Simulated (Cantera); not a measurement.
Input: 1 mol SiHCl3, 0.13 mol NH3, 21 mol H2, equilibrated at 1250 °C.

These are equilibrium values from Cantera (NASA tables, ideal gas, pure condensed phases), not measurements of a reactor. Candidate condensed phases: NH4Cl, Si, Si3N4; 28 gas species. Mutual solubility and eutectic melting of coexisting phases are not modelled. The tables' values for SiCl3, SiCl are old estimates; treat these amounts as uncertain. Kinetics and transport are ignored.

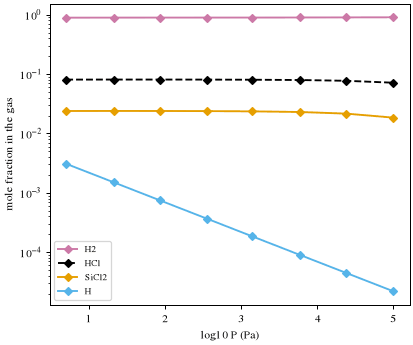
Equilibrium gas composition (values under 1e-9 drawn at 1e-9)

From 5.00e-5 bar to 0.0140 bar the condensed part is Si(s). From 0.0590 bar to 1.00 bar the condensed part is Si(s) + Si3N4(s). The main Si-bearing gas is SiCl2 throughout.
